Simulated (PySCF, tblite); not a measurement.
**C₅H₃O₂ radical: geometry, infrared bands and EPR parameters**

Aim: predict the infrared bands and EPR parameters of C₅H₃O₂ radical (`O=Cc1[c]cco1`).

Programs: tblite 0.8.0 and PySCF 2.14.0, with density-fitted response routines of our own. Each step states its level of theory. These are calculated values for one molecule in the gas phase, unless marked as measured. Atoms are numbered from 0 throughout.

### 1 The molecule as given

10 atoms, charge 0, multiplicity 2; geometry from: force field or distance geometry start.

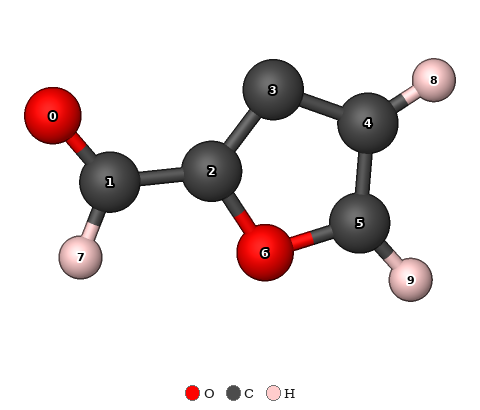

The starting geometry (oxygen red, carbon dark grey, hydrogen pink), atoms numbered.

### 2 Geometry optimisation with GFN2-xTB

What the job is given:

```
{"job": {"kind": "relax", "xc": "GFN2-xTB", "basis": "xTB"}, "charge": 0, "multiplicity": 2}
O      2.836600     0.918400     0.248300
C      2.042000     0.016000    -0.028000
C      0.624900     0.102000     0.027500
C     -0.224900     1.157600     0.339500
C     -1.546600     0.659400     0.220700
C     -1.435400    -0.650500    -0.186800
O     -0.121700    -0.995400    -0.306100
H      2.443200    -0.970800    -0.316100
H     -2.460300     1.198200     0.386700
H     -2.149200    -1.430200    -0.408200
```

The run is started by

```bash
$ OMP_NUM_THREADS=1 python probes_run.py task.json out
```

One launch serves the whole session: the jobs run in the order shown.

**Question.** This job is followed by: GFN2-xTB harmonic vibrations, gas phase; UKS B3LYP, pcH-1 on C H O, non-relativistic, mean-field spin-orbit, GIAO. Predict these results of the whole session: strongest single infrared mode (GFN2-xTB); zero-point energy (GFN2-xTB); g(iso) (B3LYP); ⟨S²⟩; largest a(iso); surface potential, least and greatest.

As calculated:

```
                                 quantity                  value
strongest single infrared mode (GFN2-xTB)  1743 cm⁻¹, 430 km/mol
             zero-point energy (GFN2-xTB)          40.4 kcal/mol
                           g(iso) (B3LYP)                2.00192
                                     ⟨S²⟩     0.759 (exact 0.75)
                           largest a(iso)   13C on C3, 543.3 MHz
    surface potential, least and greatest     -1.71 V and 1.70 V
```

The optimisation took 11 steps and gained 0.108 eV; among the close pairs (by a distance rule), O0–C1 changed most, from 1.234 to 1.204 Å. No mode is imaginary among the 24: a minimum at this level. The strongest single mode, at 1743 cm⁻¹, moves mainly C1 and O0. GFN2-xTB is a fitted tight-binding method: band positions and strengths are rough. Its intensities can rank the bands wrongly. Most of the unpaired spin sits on C3 (1.04 e). The isotropic g lies 0.4 ppt below the free-electron value.
